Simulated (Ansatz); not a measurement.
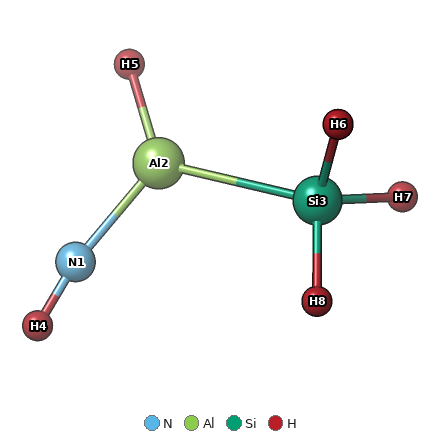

The system is AlH₅NSi, SMILES [NH][AlH][SiH3], spin multiplicity 2; the picture shows the reference structure. The first coordinate is: bond length Al2–Si3; the second: dihedral N1–Al2–Si3–H6. Nothing is relaxed (all other coordinates rigid). Grid: 11 × 11 points. At 6 points there is no value. Points are written as (first, second). All energies are given in kJ/mol relative to the lowest grid point. The calculation used UKS PBE-D4/def2-TZVP (Ansatz).

Its coordinates:

```csv
atom,x (Å),y (Å),z (Å)
N,-1.7664,0.6793,-1.0494
Al,-0.0908,0.9634,-0.6942
Si,0.8168,-0.7770,0.8024
H,-2.7258,0.3606,-1.1281
H,0.6796,2.2135,-1.3104
H,1.3497,-0.1568,2.0606
H,1.9549,-1.4943,0.1379
H,-0.2180,-1.7887,1.1811
```

Range: bond length Al2–Si3 from 2.123 to 3.456 Å; dihedral N1–Al2–Si3–H6 from −211 to −31°.

**Predict the map.**

The lowest grid point is at (2.523 Å, −121°). The energy also falls towards the edge at (2.523 Å, −31°) (0.5 kJ/mol above the lowest) and (2.523 Å, −211°) (0.6 kJ/mol above the lowest), where a further well may lie outside the range. The highest grid point, (3.456 Å, −67°), lies 122 kJ/mol above the lowest.

```csv
"dihedral N1–Al2–Si3–H6 ↓, bond length Al2–Si3 →",2.123,2.256,2.389,2.523,2.656,2.789,2.922,3.056,3.189,3.322,3.456
−31,65,21,2,1,9,24,42,62,83,103,122
−49,66,–,3,1,10,–,42,62,83,103,122
−67,66,21,3,1,10,24,42,62,83,103,122
−85,65,21,2,1,9,–,42,62,83,103,122
−103,64,20,2,0,9,24,42,62,83,103,122
−121,64,20,1,0,9,24,42,–,83,–,121
−139,64,20,2,0,9,24,42,62,83,103,122
−157,65,21,2,1,9,–,42,62,83,103,122
−175,66,21,3,1,10,24,42,62,83,103,122
−193,66,21,3,1,10,24,42,62,83,103,122
−211,65,21,2,1,9,24,42,62,83,103,122
```

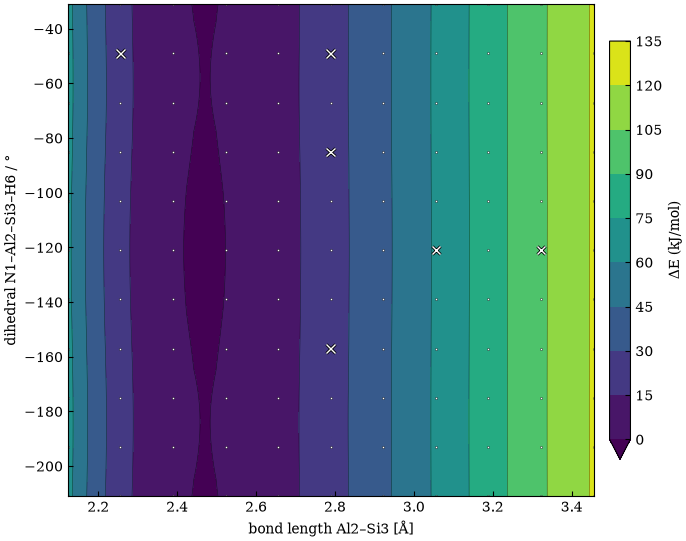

In the figure: filled contours, crosses at grid points without a value, dots at the grid points. Between grid points the surface is interpolated.

The whole map (115 points run) took 19 min on 1 thread of Arm Neoverse V1, with other jobs on the host.
